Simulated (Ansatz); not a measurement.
# CCSDT/MIDI (density fitting with def2-universal-jkfit) run of AlHOF2 (SMILES [OH][Al]([F])[F])

Aim: the energy change on altering one bond length of AlHOF2 at CCSDT/MIDI (density fitting with def2-universal-jkfit), from 2 runs. 

The calculation is run with Ansatz 0.2.0.

3 further runs of the same task are left out: 1 that didn't finish, 2 set aside as unsound or not needed.

## Step 1: The system as given

AlHOF2: 5 atoms, total charge 0, spin state singlet. As SMILES, `[OH][Al]([F])[F]`. The shape is that of a PBE0-D4/def2-TZVP optimisation.

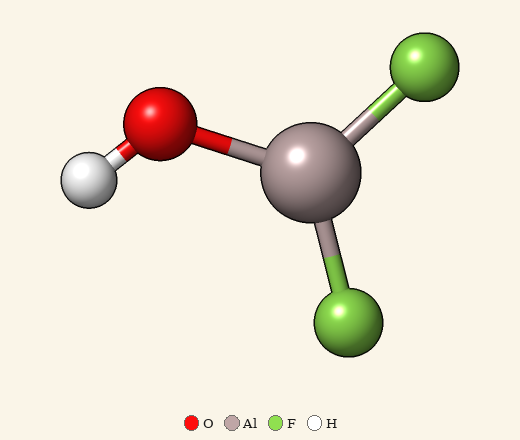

The structure, seen from a chosen angle (oxygen red, aluminium light grey, fluorine green, hydrogen white).

## Step 2: A single-point energy at CCSDT/MIDI (density fitting with def2-universal-jkfit)

run.yaml reads:

```yaml
basis:
  gaussian: {orbitals: MIDI.json, fitting: {mean_field: def2-universal-jkfit}}
crystal:
  periodic: [false, false, false]
  atoms:
    - {symbol: O, position_ang: [0.004500, 1.227000, 0.002400]}
    - {symbol: Al, position_ang: [0.185700, -0.435200, 0.092100]}
    - {symbol: F, position_ang: [1.487400, -1.050600, 0.862600]}
    - {symbol: F, position_ang: [-0.897900, -1.471800, -0.566700]}
    - {symbol: H, position_ang: [-0.729900, 1.657100, -0.431800]}
correlation: {method: ccsdt}
output: {orbitals: {seedname: orbitals}}
```

The basis set MIDI is read from a file made from the Basis Set Exchange's data (not shown).

The run is started by

```console
$ ansatz run run.yaml --threads 1 --pin off --max-ram 2610MiB --events-out events.jsonl --progress --plain --runs-dir runs
```

Standard output:

```text
Warning: RAYON_NUM_THREADS=1 ignored (pool sized by the plan → 1); use --threads N
Functional definition: HF
  name "HF"
  exchange = exact_x
  correlation = 0
377 factors; integrals over basis functions are off by at most 8.0e-3 eV
mean field evaluation 1: about -13970.1617 eV, gradient 4.5e1 eV
mean field evaluation 2: about -13972.4575 eV, gradient 2.5e1 eV
mean field evaluation 4: about -13973.2992 eV, gradient 5.5e-1 eV
mean field evaluation 8: about -13970.1622 eV, gradient 4.5e1 eV
mean field -13973.29981764 eV, -513.5092968554 hartree, gradient 1.4e-6 eV, S^2 0.000000; 0 other end points of the search recorded, 0 dependent functions left out
8 core orbitals not correlated: weight in the atoms' cores, before any rotation towards them, 0.999 or more for the frozen orbitals, at most 0.000 for the correlated occupied ones
reference -13973.29981764 eV, -513.5092968554 hartree; 12, 12 occupied and 22, 22 virtual orbitals, 377 factors
second order -10.39217591 eV of doubles, -0.00000000 eV of singles
cycle   1  -10.10837698 eV  change    2.8e-1 eV  update   1.0e-1
cycle   2  -10.46593799 eV  change   -3.6e-1 eV  update   5.3e-2
cycle   3  -10.61997535 eV  change   -1.5e-1 eV  update   2.2e-2
cycle   4  -10.62770794 eV  change   -7.7e-3 eV  update   6.7e-3
cycle   5  -10.62039268 eV  change    7.3e-3 eV  update   2.5e-3
cycle   6  -10.61844836 eV  change    1.9e-3 eV  update   1.2e-3
cycle   7  -10.61884835 eV  change   -4.0e-4 eV  update   3.6e-4
cycle   8  -10.61887308 eV  change   -2.5e-5 eV  update   1.7e-4
cycle   9  -10.61885478 eV  change    1.8e-5 eV  update   6.5e-5
cycle  10  -10.61892343 eV  change   -6.9e-5 eV  update   2.9e-5
cycle  11  -10.61892204 eV  change    1.4e-6 eV  update   1.1e-5
cycle  12  -10.61891111 eV  change    1.1e-5 eV  update   5.8e-6
cycle  13  -10.61890929 eV  change    1.8e-6 eV  update   1.9e-6
cycle  14  -10.61890811 eV  change    1.2e-6 eV  update   1.1e-6
Total energy: -13983.91872575 eV, -513.8995345308 hartree
```

It took 12 s on 1 thread of Arm Neoverse V1, shared host; peak memory 0.26 GiB.

## Step 3: The distorted shape at the same level

run.yaml reads:

```yaml
basis:
  gaussian: {orbitals: MIDI.json, fitting: {mean_field: def2-universal-jkfit}}
crystal:
  periodic: [false, false, false]
  atoms:
    - {symbol: O, position_ang: [-0.516218, 1.473178, -0.305823]}
    - {symbol: Al, position_ang: [-0.335018, -0.189022, -0.216123]}
    - {symbol: F, position_ang: [1.487400, -1.050600, 0.862600]}
    - {symbol: F, position_ang: [-1.418618, -1.225622, -0.874923]}
    - {symbol: H, position_ang: [-1.250618, 1.903278, -0.740023]}
correlation: {method: ccsdt}
output: {orbitals: {seedname: orbitals}}
```

The basis set MIDI is read from a file made from the Basis Set Exchange's data (not shown).

The run is started by

```console
$ ansatz run run.yaml --threads 1 --pin off --max-ram 2610MiB --events-out events.jsonl --progress --plain --runs-dir runs
```

Standard output:

```text
Warning: RAYON_NUM_THREADS=1 ignored (pool sized by the plan → 1); use --threads N
Functional definition: HF
  name "HF"
  exchange = exact_x
  correlation = 0
377 factors; integrals over basis functions are off by at most 8.1e-3 eV
mean field evaluation 1: about -13966.0269 eV, gradient 4.9e1 eV
mean field evaluation 2: about -13968.8754 eV, gradient 3.2e1 eV
mean field evaluation 4: about -13970.2373 eV, gradient 1.8e0 eV
mean field evaluation 8: about -13970.2474 eV, gradient 1.7e-6 eV
mean field -13970.24744186 eV, -513.3971241147 hartree, gradient 1.7e-6 eV, S^2 0.000000; 0 other end points of the search recorded, 0 dependent functions left out
8 core orbitals not correlated: weight in the atoms' cores, before any rotation towards them, 0.999 or more for the frozen orbitals, at most 0.000 for the correlated occupied ones
reference -13970.24744186 eV, -513.3971241147 hartree; 12, 12 occupied and 22, 22 virtual orbitals, 377 factors
second order -10.80999724 eV of doubles, -0.00000000 eV of singles
cycle   1  -10.39042305 eV  change    4.2e-1 eV  update   1.4e-1
cycle   2  -10.84575514 eV  change   -4.6e-1 eV  update   9.0e-2
cycle   3  -11.07281959 eV  change   -2.3e-1 eV  update   4.0e-2
cycle   4  -11.13027099 eV  change   -5.7e-2 eV  update   2.1e-2
cycle   5  -11.11364152 eV  change    1.7e-2 eV  update   7.5e-3
cycle   6  -11.10558459 eV  change    8.1e-3 eV  update   3.9e-3
cycle   7  -11.10713994 eV  change   -1.6e-3 eV  update   1.9e-3
cycle   8  -11.10828428 eV  change   -1.1e-3 eV  update   6.6e-4
cycle   9  -11.10826657 eV  change    1.8e-5 eV  update   4.3e-4
cycle  10  -11.10820623 eV  change    6.0e-5 eV  update   1.6e-4
cycle  11  -11.10845219 eV  change   -2.5e-4 eV  update   9.9e-5
cycle  12  -11.10843696 eV  change    1.5e-5 eV  update   4.5e-5
cycle  13  -11.10838558 eV  change    5.1e-5 eV  update   2.5e-5
cycle  14  -11.10838592 eV  change   -3.4e-7 eV  update   1.4e-5
cycle  15  -11.10836630 eV  change    2.0e-5 eV  update   9.8e-6
cycle  16  -11.10835472 eV  change    1.2e-5 eV  update   5.8e-6
cycle  17  -11.10835626 eV  change   -1.5e-6 eV  update   3.1e-6
cycle  18  -11.10835998 eV  change   -3.7e-6 eV  update   1.8e-6
cycle  19  -11.10836014 eV  change   -1.6e-7 eV  update   1.0e-6
Total energy: -13981.35580201 eV, -513.8053488204 hartree
```

Run time: 17 s. Hardware: 1 thread of Arm Neoverse V1, shared host; peak memory 0.26 GiB.

## Step 4: Outcome

Level: CCSDT/MIDI (density fitting with def2-universal-jkfit), 8 core orbitals frozen.

| quantity | value |
| --- | --- |
| first shape: total energy | -513.89953 Eh |
| first shape: HOMO energy (Hartree–Fock orbitals) | -13.91 eV |
| first shape: LUMO energy (Hartree–Fock orbitals) | 1.88 eV |
| first shape: HOMO–LUMO gap (Hartree–Fock orbitals) | 15.79 eV |
| first shape: correlation energy (8 core orbitals frozen) | -390.2 mEh |
| first shape: T1 diagnostic | 0.014 |
| distorted shape: total energy | -513.80535 Eh |
| distorted shape: HOMO energy (Hartree–Fock orbitals) | -12.88 eV |
| distorted shape: LUMO energy (Hartree–Fock orbitals) | 0.63 eV |
| distorted shape: HOMO–LUMO gap (Hartree–Fock orbitals) | 13.51 eV |
| distorted shape: correlation energy (8 core orbitals frozen) | -408.2 mEh |
| distorted shape: T1 diagnostic | 0.021 |
| energy change with the Al2–F3 bond stretched from 1.633 to 2.286 Å | 2.563 eV |

What this shows: With the Al2–F3 bond stretched from 1.633 to 2.286 Å the energy rises by 2.56 eV (247 kJ/mol). The first shape isn't relaxed at this level, so the change isn't measured from a minimum. The T1 diagnostic (distorted shape) of 0.021 is above the customary mark for such species, so a single reference may not serve.
